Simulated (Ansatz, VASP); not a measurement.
**Cross-check of SnO between VASP and Ansatz**

Wanted: the spread between two codes on one cell, functional and k mesh. The structure shown is the end of the VASP relaxation below.

Method: plane waves, with VASP 6.6.1 beside it; single point at r2SCAN and band structure at r2SCAN, in Ansatz 0.2.0.

## (1) Starting point

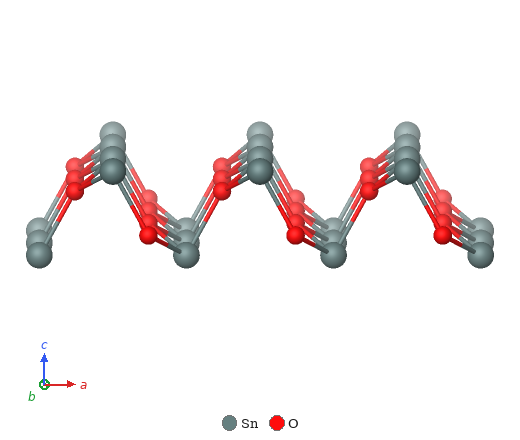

The cell as given, nearly edge on (tin teal, oxygen red). 3×3×1 cells are drawn. Some periodic images of atoms are drawn too.

The cell holds 4 atoms: 2 Sn and 2 O. Cell: a = 4.222 Å, b = 3.355 Å, c = 17.632 Å, α = 90.0°, β = 90.0°, γ = 90.0°. It derives from SnO. As first built, before any earlier steps moved the atoms: kind sheets cut from a layered crystal; sheets 1. Vacuum lies along c.

As a file:

```cif
data_structure
_symmetry_space_group_name_H-M 'P 1'
_symmetry_Int_Tables_number 1
_cell_length_a 4.2220
_cell_length_b 3.3550
_cell_length_c 17.6318
_cell_angle_alpha 90.000
_cell_angle_beta 90.000
_cell_angle_gamma 90.000
_cell_volume 249.75
loop_
_atom_site_label
_atom_site_type_symbol
_atom_site_fract_x
_atom_site_fract_y
_atom_site_fract_z
_atom_site_occupancy
Sn1 Sn 0.50414 0.00000 0.57346 1
Sn2 Sn 0.00414 0.50000 0.42654 1
O3 O 0.24586 0.50000 0.53120 1
O4 O 0.74586 0.00000 0.46880 1
```

## (2) VASP: relaxation, r2SCAN

This run makes the geometry at which the two programs are then compared.

Lines of VASP's logs that name or quote its potential files are left out, and so is its time.

The input, INCAR:

```
SYSTEM = SnO
PREC = Normal
ENCUT = 400
EDIFF = 1E-05
NELM = 120
ISMEAR = 0
SIGMA = 0.05
LREAL = .FALSE.
ALGO = Normal
METAGGA = R2SCAN
LASPH = .TRUE.
NBANDS = 16
LORBIT = 11
LWAVE = .FALSE.
LCHARG = .FALSE.
KPAR = 2
IBRION = 2
NSW = 40
ISIF = 2
EDIFFG = -0.03
POTIM = 0.4
MAXMIX = 40
IDIPOL = 3
LDIPOL = .TRUE.
DIPOL = 0.5 0.5 0.5
```

The input, POSCAR:

```
SnO
1.0
    4.2219700000      0.0000000000      0.0000000000
    0.0000000000      3.3550050000      0.0000000000
    0.0000000000      0.0000000000     17.6317515691
Sn O
2 2
Direct
    0.5131440000      0.0000000000      0.5746310300
    0.0131440000      0.5000000000      0.4253689700
    0.2368570000      0.5000000000      0.5349970230
    0.7368570000      0.0000000000      0.4650029770
```

The input, KPOINTS:

```
Automatic mesh
0
Gamma
6 7 1
0 0 0
```

The projector-augmented-wave data sets are Sn and O (PBE family, release 64).

Launch:

```
$ mpirun -np 2 vasp_std
```

Numbers of over 12 decimals in the logs are rounded to 6 here.

Log:

```text
[banner, memory and clock lines left out]
running    2 mpi-ranks, on    1 nodes
 distrk:  each k-point on    1 cores,    2 groups
 distr:  one band on    1 cores,    1 groups

 POSCAR found type information on POSCAR SnO
 POSCAR found :  2 types and       4 ions
|                                                                             |
|               ----> ADVICE to this user running VASP <----                  |
|                                                                             |
|     You enforced a specific xc type in the INCAR file but a different       |
|     [... a line on the potential file left out ...]
|     I HOPE YOU KNOW WHAT YOU ARE DOING!                                     |
|                                                                             |

 LDA part: xc-table for (None), standard interpolation
 POSCAR, INCAR and KPOINTS ok, starting setup
 FFT: planning ... GRIDC
 FFT: planning ... GRID_SOFT
 FFT: planning ... GRID
 WAVECAR not read
 entering main loop
       N       E                     dE             d eps       ncg     rms          rms(c)
DAV:   1     0.865193276592E+02    0.86519E+02   -0.65518E+03   560   0.743E+02
DAV:   2    -0.528728827203E+02   -0.13939E+03   -0.13292E+03   736   0.185E+02
DAV:   3    -0.755838244056E+02   -0.22711E+02   -0.22506E+02   648   0.860E+01
DAV:   4    -0.760120749845E+02   -0.42825E+00   -0.42774E+00   632   0.132E+01
DAV:   5    -0.760180281802E+02   -0.59532E-02   -0.59511E-02   664   0.134E+00    0.114E+01
DAV:   6    -0.663159825092E+02    0.97020E+01   -0.16221E+01   704   0.273E+01    0.419E+00
DAV:   7    -0.666094239757E+02   -0.29344E+00   -0.11182E+00   608   0.655E+00    0.280E+00
DAV:   8    -0.666583184509E+02   -0.48894E-01   -0.38673E-01   672   0.545E+00    0.112E+00
DAV:   9    -0.666297292690E+02    0.28589E-01   -0.15286E-01   736   0.272E+00    0.172E-01
DAV:  10    -0.666340329024E+02   -0.43036E-02   -0.90557E-03   624   0.696E-01    0.120E-01
DAV:  11    -0.666360805784E+02   -0.20477E-02   -0.48795E-03   648   0.445E-01    0.650E-02
DAV:  12    -0.666375782089E+02   -0.14976E-02   -0.11366E-03   632   0.211E-01    0.555E-02
DAV:  13    -0.666379557508E+02   -0.37754E-03   -0.46129E-04   680   0.153E-01    0.177E-02
DAV:  14    -0.666381331309E+02   -0.17738E-03   -0.16083E-04   664   0.825E-02    0.637E-03
DAV:  15    -0.666381747965E+02   -0.41666E-04   -0.74613E-06   576   0.231E-02    0.721E-03
DAV:  16    -0.666383251773E+02   -0.15038E-03   -0.61894E-05   608   0.531E-02    0.430E-03
DAV:  17    -0.666383855461E+02   -0.60369E-04   -0.63000E-06   512   0.227E-02    0.455E-03
DAV:  18    -0.666384320243E+02   -0.46478E-04   -0.87157E-06   496   0.239E-02    0.643E-04
DAV:  19    -0.666384035432E+02    0.28481E-04   -0.79708E-07   552   0.840E-03    0.700E-04
DAV:  20    -0.666384017763E+02    0.17669E-05   -0.50182E-07   472   0.778E-03
   1 F= -.66638402E+02 E0= -.66638402E+02  d E =-.666384E+02
[... from here on, the cycles between the ionic steps are left out ...]
   2 F= -.66660644E+02 E0= -.66660644E+02  d E =-.222422E-01
   3 F= -.66664600E+02 E0= -.66664600E+02  d E =-.261982E-01
   4 F= -.66664591E+02 E0= -.66664591E+02  d E =-.261887E-01
   5 F= -.66667838E+02 E0= -.66667838E+02  d E =-.324794E-02
   6 F= -.66671208E+02 E0= -.66671208E+02  d E =-.661763E-02
   7 F= -.66674096E+02 E0= -.66674096E+02  d E =-.288820E-02
   8 F= -.66677529E+02 E0= -.66677529E+02  d E =-.632045E-02
   9 F= -.66677535E+02 E0= -.66677535E+02  d E =-.632697E-02
 curvature:  -3.41 expect dE=-0.102E-02 dE for cont linesearch -0.273E-08
 trial: gam= 0.13507 g(F)=  0.299E-03 g(S)=  0.000E+00 ort =-0.243E-05 (trialstep = 0.133E+01)
 search vector abs. value=  0.433E-03
 bond charge predicted
       N       E                     dE             d eps       ncg     rms          rms(c)
DAV:   1    -0.666776654180E+02   -0.13449E-03   -0.79444E-02   512   0.229E+00    0.550E-02
DAV:   2    -0.666778165704E+02   -0.15115E-03   -0.19497E-03   576   0.328E-01    0.415E-02
DAV:   3    -0.666776276393E+02    0.18893E-03   -0.12868E-04   576   0.985E-02    0.113E-02
DAV:   4    -0.666777203691E+02   -0.92730E-04   -0.24050E-05   416   0.421E-02    0.308E-03
DAV:   5    -0.666777615770E+02   -0.41208E-04   -0.36752E-06   512   0.185E-02    0.232E-03
DAV:   6    -0.666777670393E+02   -0.54623E-05   -0.23323E-06   392   0.164E-02
  10 F= -.66677767E+02 E0= -.66677767E+02  d E =-.231924E-03
 trial-energy change:   -0.000232  1 .order   -0.000226   -0.000398   -0.000054
 step:   1.5409(harm=  1.5409)  dis= 0.00270  next Energy=   -66.677766 (dE=-0.230E-03)
 reached required accuracy - stopping structural energy minimisation
```

OUTCAR, selected parts (step 2):

```text
ion  position               nearest neighbor table
   1  0.513  0.000  0.575-   4 2.15   3 2.16   3 2.16
   2  0.013  0.500  0.425-   3 2.15   4 2.16   4 2.16
   3  0.237  0.500  0.535-   2 2.15   1 2.16   1 2.16
   4  0.737  0.000  0.465-   1 2.15   2 2.16   2 2.16

  LATTYP: Found a simple orthorhombic cell.
 ALAT       =     3.3550050000
 B/A-ratio  =     1.2584094510
 C/A-ratio  =     5.2553577622

 Subroutine GETGRP returns: Found  4 space group operations
 (whereof  2 operations were pure point group operations)

The static configuration has the point symmetry C_1h.
 The point group associated with its full space group is C_2v.

 Found     16 irreducible k-points:

   k-points           NKPTS =     16   k-points in BZ     NKDIM =     16   number of bands    NBANDS=     16

   dimension x,y,z NGX =    24 NGY =   16 NGZ =   90
   dimension x,y,z NGXF=    48 NGYF=   32 NGZF=  180

   ENCUT  =  400.0 eV  29.40 Ry    5.42 a.u.   6.88  5.47 28.75*2*pi/ulx,y,z

   NELECT =      20.0000    total number of electrons

 k-points in reciprocal lattice and weights: Automatic mesh
   0.00000000  0.00000000  0.00000000       0.024
   0.16666667  0.00000000  0.00000000       0.048
   0.33333333  0.00000000  0.00000000       0.048
   0.50000000  0.00000000  0.00000000       0.024
   0.00000000  0.14285714  0.00000000       0.048
   0.16666667  0.14285714  0.00000000       0.095
   0.33333333  0.14285714  0.00000000       0.095
   0.50000000  0.14285714  0.00000000       0.048
   0.00000000  0.28571429  0.00000000       0.048
[...]
0.33333333  0.42857143  0.00000000       0.095
   0.50000000  0.42857143  0.00000000       0.048

 dipolmoment           0.000000      0.000000     -0.000000 electrons x Angstroem

 average (electrostatic) potential at core
       1 -54.9153       2 -54.9153       3 -81.2389       4 -81.2389

 E-fermi :  -2.8542

 k-point     1 :       0.0000    0.0000    0.0000
  band No.  band energies     occupation
    ...
      6      -6.8398      2.00000
      7      -6.6566      2.00000
      8      -5.5392      2.00000
      9      -4.6204      2.00000
     10      -3.4445      2.00000
     11       0.7641      0.00000
     12       0.9289      0.00000
     13       2.2872      0.00000
     14       2.6410      0.00000
     15       2.9647      0.00000
    ...

 k-point     2 :       0.1667    0.0000    0.0000
  band No.  band energies     occupation
    ...
      6      -6.5027      2.00000
      7      -6.5008      2.00000
      8      -5.6217      2.00000
      9      -4.4750      2.00000
     10      -3.5379      2.00000
     11       0.4989      0.00000
     12       0.9824      0.00000
     13       1.8930      0.00000
     14       2.4406      0.00000
     15       3.0210      0.00000
    ...

 k-point     3 :       0.3333    0.0000    0.0000
  band No.  band energies     occupation
    ...
      6      -6.1252      2.00000
      7      -6.0346      2.00000
      8      -5.8539      2.00000
      9      -4.3108      2.00000
     10      -3.8346      2.00000
     11       0.0229      0.00000
     12       0.2865      0.00000
     13       2.0454      0.00000
     14       2.7835      0.00000
     15       3.6748      0.00000
    ...

  Total       -1.2392636     -1.6938562     -1.1629084      0.0000000      0.0000000      0.0000000
  in kB       -7.9500616    -10.8663413     -7.4602315      0.0000000      0.0000000      0.0000000
  external PRESSURE =      -8.7588781 kB  Pullay stress =       0.0000000 kB

  energy-cutoff  :      400.00
  volume of cell :      249.75
      direct lattice vectors                 reciprocal lattice vectors
     4.221970000  0.000000000  0.000000000     0.236856254  0.000000000  0.000000000
     0.000000000  3.355005000  0.000000000     0.000000000  0.298062149  0.000000000
     0.000000000  0.000000000 17.631751569     0.000000000  0.000000000  0.056715863

 POSITION                                       TOTAL-FORCE (eV/Angst)
 -----------------------------------------------------------------------------------
      2.12846      0.00000     10.11112         0.005619      0.000000     -0.006352
      0.01747      1.67750      7.52063         0.005619      0.000000      0.006352
      1.03802      1.67750      9.36601        -0.005619      0.000000     -0.016435
      3.14901      0.00000      8.26575        -0.005619      0.000000      0.016435
 -----------------------------------------------------------------------------------
    total drift:                               -0.000783     -0.000000     -0.000026

  FREE ENERGIE OF THE ION-ELECTRON SYSTEM (eV)
  ---------------------------------------------------
  free  energy   TOTEN  =       -66.6777670393 eV

  energy  without entropy=      -66.6777670393  energy(sigma->0) =      -66.67776704

 reached required accuracy - stopping structural energy minimisation

 vacuum level on the upper side and lower side of the slab         2.443         2.443

 total charge
# of ion       s       p       d       tot
------------------------------------------
    1        1.469   1.252   0.271   2.992
    2        1.469   1.252   0.271   2.992
    3        1.601   3.474   0.000   5.075
    4        1.601   3.474   0.000   5.075
--------------------------------------------------
tot          6.140   9.452   0.542  16.133

[... 3 further parts left out ...]
```

CONTCAR:

```
SnO
   1.00000000000000
     4.2219699999999998    0.0000000000000000    0.0000000000000000
     0.0000000000000000    3.3550049999999998    0.0000000000000000
     0.0000000000000000    0.0000000000000000   17.6317515691000004
  Sn              O
     2     2
Direct
     0.5041388188600632    0.0000000000000000    0.5734610964139294
     0.0041388188600632    0.5000000000000000    0.4265389035860706
     0.2458621811399343    0.5000000000000000    0.5312011257640877
     0.7458621811399343    0.0000000000000000    0.4687988742359121
```

## (3) Ansatz: single point, r2SCAN

Ansatz runs on its default PAW (the set named soft_2) files.

The same cell, functional, mesh and smearing now go to Ansatz, which takes its cutoff from its data sets.

The input, input.yaml:

```yaml
crystal:
  lattice:
    - [4.22197, 0.0, 0.0]
    - [0.0, 3.355005, 0.0]
    - [0.0, 0.0, 17.63175157]
  atoms:
    - { symbol: Sn, position: [0.50413882, 0.0, 0.5734611] }
    - { symbol: Sn, position: [0.00413882, 0.5, 0.4265389] }
    - { symbol: O, position: [0.24586218, 0.5, 0.53120113] }
    - { symbol: O, position: [0.74586218, 0.0, 0.46879887] }
hamiltonian:
  xc: r2scan
  pseudopotentials: { kind: paw }
kpoints:
  mp_grid: { grid: [6, 7, 1] }
scf:
  occupations: { method: gaussian, width: 0.05 }
  n_extra_bands: 5
efield:
  axis: 3
  dipole_correction: true
  ramp_width: 0.04
output:
  forces: true
  eigenvalues: true
  write_density: true
  write_potential: true
  elf: true
  volumetric_format: npy
```

Launch:

```
$ ansatz run input.yaml --threads 2 --pin off --max-ram 4608MiB --backend cpu --events-out ev --progress --plain --runs-dir out
```

Log:

```text
scf.n_extra_bands = 5 over 20 filled bands (N_el = 40.0): the run solves 25 bands
Engine: ansatz 0.2.0, aarch64-unknown-linux-gnu
Pseudopotentials: kind: paw
Pseudopotential: Sn, paw, valence charge 14, recommended cutoff 500 eV (meta_gga), Sn.paw.azcp
Pseudopotential: O, paw, valence charge 6, recommended cutoff 500 eV (meta_gga), O.paw.azcp
Functional definition: r2SCAN
  parameter k0 = 0.174
  parameter k1 = 0.065
  parameter a1 = 4.9479
  exchange = r2scan_x(k0 = k0, k1 = k1, a1 = a1)
  correlation = r2scan_c
Crystal: 4 atoms, lattice volume = 249.749 Å³
Basis set: ecut = 500 eV, 6339 PW (Γ), exchange–correlation on 128×100×540 points (64 copies of the dense FFT grid, shifted against one another)
Bands: 25, of which v1, the nominal top of the filled ones, is band 20 counted from 1 (19 counted from 0)
Symmetry: 2 space group operations
k-points: 16 of 42 (time reversal used)
Non-local potential: Sn, projectors of the file, l = 0: 2, l = 1: 2, l = 2: 2, l = 3: 2
Non-local potential: O, projectors of the file, l = 0: 2, l = 1: 2, l = 2: 1
PAW form: soft (Blöchl's): semilocal exchange-correlation on the pseudo side does not see the compensation charge
PAW frozen core: Sn, regenerated for the run's functional (the file was generated under x = pbe(κ = 0.804, μ = 0.219515), c = pbe(β = 0.066725))
PAW frozen core: O, regenerated for the run's functional (the file was generated under x = pbe(κ = 0.804, μ = 0.219515), c = pbe(β = 0.066725))
PAW one-centre angular grid: Sn, 590 points (default); XC on 249 of its mesh's 2787 points in the sphere
PAW one-centre angular grid: O, 302 points (default); XC on 160 Gauss nodes
Initial density: superposition of atomic densities (neutral atoms: chi_scale 0, normalization atom), corrected by the library's trained network
Initial wavefunctions: pseudopotential atomic-orbital guess
Functional: x = r2scan, c = r2scan; τ floored in thin density (d = 2e-4 eV/Å³)
SCF iter   1: F=—  HF=-13214.220769 eV  |F-HF|=—  |Δ(HF+E_count)|=         —  Δρ=3.78e-3  dr2=4.00e-2  dr2_τ=1.06e-1  ethr=1.77e-3  p=0.000 e·Å  D=8.90e-14 V/Å  ΔV_dip=-0.00 eV  dr2_dipole=1.06e-9  V_vac-E_F(+/−)=4.02/4.02 eV  ⟨swp⟩=7.0  Hψ=1995  notcnv=0
efield: sawtooth ramp at fractional position 0.9800 (placed from the atoms, in the widest stretch of the axis that holds none; the zero of the levels goes with the place), width 0.0400; the density the first Hamiltonian is built on has a dipole p = 0.000 e·Å; the dipole correction subtracts the counter field D = 8.90e-14 V/Å, which shifts the + side's vacuum level by -0.00 eV against the − side's; the planar-averaged density in the ramp window peaks in size at 2.0e-5 e/Å³
preconditioner: auto → Resta (q_TF=auto, 2.011 Å⁻¹)  ε∞=1.6  [insulator: Δε(μ)=3.037 eV  Ē_g=18.762 eV  σ=0.050 eV  W_gap=1.00  n_scr=34 (ndim 8)  ℏωp=14.9 eV  f_vac=0.646  D(μ)=0.00/eV (n_scr^D=0)  ε∞_Penn≈1.6  vacuum switching on, ρ_ref=2.6e-2 e/Å³]
SCF iter   2: F=—  HF=-13214.277001 eV  |F-HF|=—  |Δ(HF+E_count)|=   5.62e-2  Δρ=2.10e-3  dr2=7.72e-3  dr2_τ=3.52e-4  ethr=1.00e-4  p=0.000 e·Å  D=1.20e-5 V/Å  ΔV_dip=-0.00 eV  dr2_dipole=2.27e-9  V_vac-E_F(+/−)=4.15/4.15 eV  ⟨swp⟩=3.1  Hψ=946  notcnv=0  defer=16
SCF iter   3: F=—  HF=-13214.278852 eV  |F-HF|=—  |Δ(HF+E_count)|=   1.85e-3  Δρ=1.21e-3  dr2=3.43e-3  dr2_τ=3.33e-4  ethr=1.93e-5  p=-0.000 e·Å  D=-2.63e-5 V/Å  ΔV_dip=0.00 eV  dr2_dipole=1.22e-8  V_vac-E_F(+/−)=4.17/4.17 eV  ⟨swp⟩=2.7  Hψ=611  notcnv=0  defer=16
SCF iter   4: F=—  HF=-13214.278269 eV  |F-HF|=—  |Δ(HF+E_count)|=   5.83e-4  Δρ=3.11e-4  dr2=2.72e-4  dr2_τ=4.88e-5  ethr=8.56e-6  p=0.000 e·Å  D=7.82e-6 V/Å  ΔV_dip=-0.00 eV  dr2_dipole=1.15e-9  V_vac-E_F(+/−)=4.21/4.21 eV  ⟨swp⟩=2.3  Hψ=603  notcnv=0  defer=16
SCF iter   5: F=—  HF=-13214.278287 eV  |F-HF|=—  |Δ(HF+E_count)|=   1.83e-5  Δρ=5.60e-5  dr2=6.07e-6  dr2_τ=3.95e-7  ethr=6.79e-7  p=-0.000 e·Å  D=-7.59e-7 V/Å  ΔV_dip=0.00 eV  dr2_dipole=5.24e-12  V_vac-E_F(+/−)=4.20/4.20 eV  ⟨swp⟩=2.1  Hψ=562  notcnv=0  defer=16
SCF iter   6: F=—  HF=-13214.278277 eV  |F-HF|=—  |Δ(HF+E_count)|=   1.05e-5  Δρ=2.26e-5  dr2=1.13e-6  dr2_τ=8.14e-8  ethr=1.52e-8  p=0.000 e·Å  D=3.00e-6 V/Å  ΔV_dip=-0.00 eV  dr2_dipole=1.96e-10  V_vac-E_F(+/−)=4.20/4.20 eV  ⟨swp⟩=3.0  Hψ=870  notcnv=0  defer=16
SCF iter   7: F=-13214.278277 eV  HF=-13214.278277 eV  |F-HF|=9.59e-9  |Δ(HF+E_count)|=   2.33e-7  Δρ=4.40e-6  dr2=3.59e-8  dr2_τ=3.10e-9  ethr=2.50e-10  p=-0.000 e·Å  D=-3.38e-6 V/Å  ΔV_dip=0.00 eV  dr2_dipole=2.35e-10  V_vac-E_F(+/−)=4.20/4.20 eV  ⟨swp⟩=17.0  Hψ=3596  notcnv=0
SCF 1 converged in 7 iterations: F = -13214.278277 eV  dr2 = 3.59e-8
  greatest PAW one-centre occupation: 0.993 electrons in one spin orbital (limit 2), on the Sn atom at site 0 (counted from 0), in its partial waves of l = 2
WARN: The output density's exchange-correlation potential varies sharply where the density is thin. Do not read a vacuum level from v_tot or v_xc, or from such a field of the output density. On a cell that repeats whose density bears no net charge and no dipole along the vacuum's axis use v_es (v_loc + v_h of the components); under efield.dipole_correction with no amplitude use v_es + v_field, which holds any externa [...]
SCF converged after 7 iterations
Free energy (F): -13214.278277 eV
Harris-Foulkes:  -13214.278277 eV  (|F-HF|=9.59e-9)
Internal energy: -13214.278277 eV  (E = F + TS)
E sigma→0 (E₀):  -13214.278277 eV
Fermi energy:    -0.262031 eV
Dipole field:    D = 0.000015 V/Å  (p = 0.000021 e·Å, saw-weighted, corrected)
Work function:   Φ+ = 4.2031 eV   Φ− = 4.2033 eV
Levels:          The Fermi level and band energies are counted from a zero that moves with the ramp; work functions are not
--- Per-component energies (eV) ---
  E_band       = -614.389116
  E_kinetic    = 723.784780
  E_local      = -20095.395710  (includes V_loc(G=0)·N_el)
  E_nonlocal   = 29.877157
  E_hartree    = 9959.966329
  E_xc         = -895.490315
  E_vxc        = -419.271917  (∫ρ·V_xc dr)
  E_paw        = -8638.002709  (= ΣΔE_a)
  E_vpaw       = -800.448096  (= ΣTr[D̂ρ^β])
  E_aug_tail   = 0.002001  (compensation charges beyond the density's cutoff)
  E_vtau       = 27.138172  (kinetic-family band-sum trace: ∫τ·v_τ [+ j·A + Jᵃ·Aᵃ] dr)
  E_efield     = 0.000000  (sawtooth field / dipole correction)
  E_vefield    = 0.000000  (∫n·V_field dr)
  E_ewald      = 5699.573433
  E_core_change = 1.406758  (= ΣΔE_core)
  E_smearing   = -0.000000  (= −TS)
  E_closure    = 0.000000  (closes the sum)
  Σ components = -13214.278277   (vs F -13214.278277, Δ=0.00e0)
--- Forces (eV/Å), atoms counted from 1 ---
  atom   1  Sn    -0.01119279     0.00000000    -0.04800648
  atom   2  Sn    -0.01118102     0.00000000     0.04807063
  atom   3  O      0.01117179     0.00000000    -0.00711114
  atom   4  O      0.01120369     0.00000000     0.00706862
  max |Σ_I F_I| component: 2.16e-5 eV/Å
--- Band table (eV; the first three rows and the last of 16) ---
  k-point 0: bands = [... 16 lower, -5.2524, -4.1063, -3.2241, -2.0711, 2.1705, 2.3419, 3.7128, 4.0432, ... 1 higher]
  k-point 1: bands = [... 16 lower, -5.0754, -3.9400, -3.2328, -2.0307, 2.6282, 2.6557, 3.9935, 4.2712, ... 1 higher]
  k-point 2: bands = [... 16 lower, -4.6840, -3.7802, -2.9774, -1.9480, 2.2318, 3.4183, 3.7271, 4.1008, ... 1 higher]
  k-point 15: bands = [... 16 lower, -4.3679, -4.3678, -1.8640, -1.8640, 2.3511, 2.3511, 2.8721, 2.8721, ... 1 higher]
```

The job ended after 28 s (2 threads of Arm Neoverse N1, shared host; peak memory 0.81 GiB; 55 s of CPU time).

In the SCF lines HF is the Harris–Foulkes energy and dr2 the Hartree energy of the density residual, in eV; the loop may stop once dr2 is under the threshold and the program's other checks hold. Hψ counts applications of the Hamiltonian.

## (4) Differences

Known differences besides the PAW data sets themselves: VASP keeps PBE cores, Ansatz makes them for the functional; the data sets hold 40 valence electrons in Ansatz (default PAW (the set named soft_2) files) and 20 in VASP; the cutoff is 500 eV in Ansatz and 400 eV in VASP (PREC = Normal). Total energies have different zeros and are not compared.

The two programs side by side:

```tsv
quantity	Ansatz	VASP	difference
gap on the k mesh (eV)	3.034	2.995	+0.039
```

At this near-relaxed geometry the largest component of a force difference is 42 meV/Å.

[end of part 1 of 2]

[Lines on the potential files, build, host, timing and source positions are cut from VASP's logs without a mark.]

[Logs are printed without paths, hosts, clocks, repeated set-up lines and the standing remarks that a program may print on its own settings, such as how far it seeks lower states.]

[Hosts, paths, dates, database ids (printed as entryN), source tags and the programs' standing remarks are cut or masked in the printed files.]
